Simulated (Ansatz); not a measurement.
**ClH5OSi2: density, localisation and related maps**

Input

```
crystal:
  periodic: [false, false, false]
  atoms:
    - {symbol: Si, position_ang: [-0.104071, -1.502648, 0.401592]}
    - {symbol: Cl, position_ang: [1.140122, -1.129710, 1.992944]}
    - {symbol: H, position_ang: [0.578168, -2.474689, -0.477754]}
    - {symbol: O, position_ang: [-0.392039, -0.132689, -0.411457]}
    - {symbol: Si, position_ang: [-0.035686, 1.463762, -0.568921]}
    - {symbol: H, position_ang: [-1.372555, -2.035015, 0.939977]}
    - {symbol: H, position_ang: [1.415860, 1.638510, -0.824792]}
    - {symbol: H, position_ang: [-0.413721, 2.193095, 0.666852]}
    - {symbol: H, position_ang: [-0.815978, 1.979486, -1.718341]}
basis:
  gaussian: {orbitals: def2-TZVPP}
hamiltonian: {xc: pbe0, dispersion: d4}
output: {orbitals: {seedname: orbitals}}
```

Run with:

```sh
ansatz run in.yaml --threads 4 --pin off --events-out ev --progress --plain --max-ram 9574MiB
```

The product side of a reaction path; geometry: PBE0-D4/def2-TZVP.

The calculation used RKS PBE0-D4/def2-TZVPP in Ansatz.

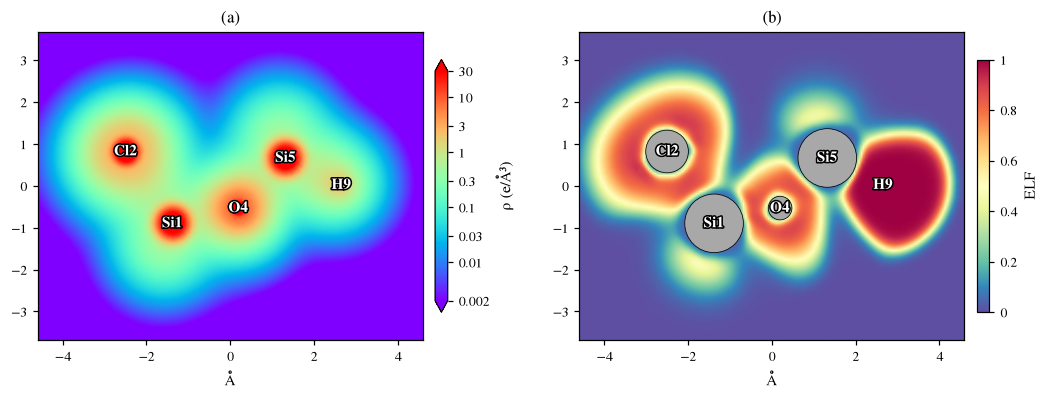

Figure 1. (a) total electron density; (b) electron localisation function on the plane of atoms O4, Si5 and H9. Grey discs cover the atomic cores in the ELF map.

> What do the fields say about this system?

Atoms in the plane: Si, Cl, O and H. Si–O (1.62 Å): ρ at the midpoint is about 1.2 e/Å³; the ELF peaks at about 0.85 between the atoms, as expected for a polar covalent bond. Si–Cl (2.05 Å): the density is about 0.91 e/Å³ at the midpoint; the ELF peaks at about 0.85 between the atoms, as expected for a shared but strongly polarised pair. Si–H (1.48 Å): ρ is about 0.83 e/Å³ halfway; the ELF climbs to about 1 towards the hydrogen, as it does in any bond to H. The ELF also peaks beside O4 and Cl2, away from the bonds: lone-pair regions.

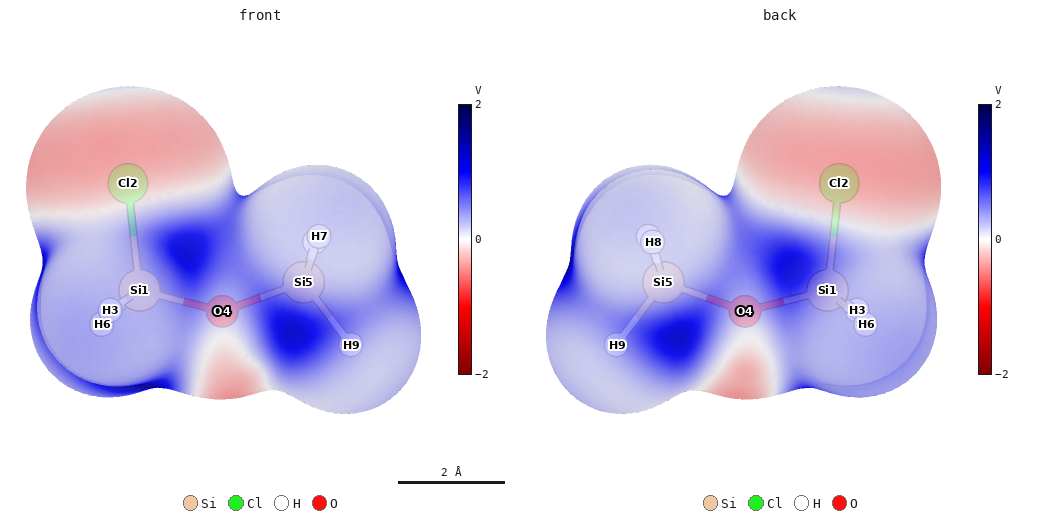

Figure 2. The molecular electrostatic potential painted on the density surface at 0.002 e/bohr³, seen from the front and from behind; the colour scale runs from red (negative) to blue (positive).

> Where is the surface potential most negative and most positive?

The most negative region (about −0.4 V) lies over Cl2 and O4, the most positive (about +1.6 V) over Si1 and Si5.

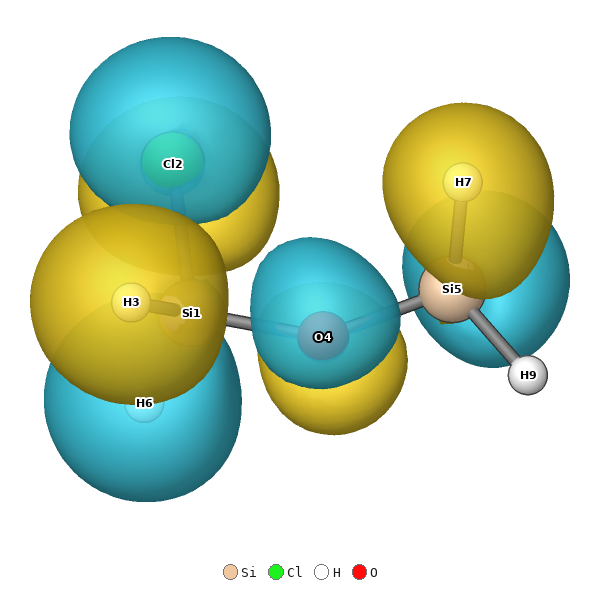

Figure 3. The HOMO at ±0.06 Å⁻³ᐟ² (yellow and cyan are the two phases), seen at a tilt.

> Where does this orbital lie, and at what energy?

By Hirshfeld shares it lies mainly on Cl2 (about 25 %), O4 (about 15 %), Si1 (about 15 %), H3 (about 10 %), H6 (about 10 %) and Si5 (about 10 %). Its energy is −8.75 eV.
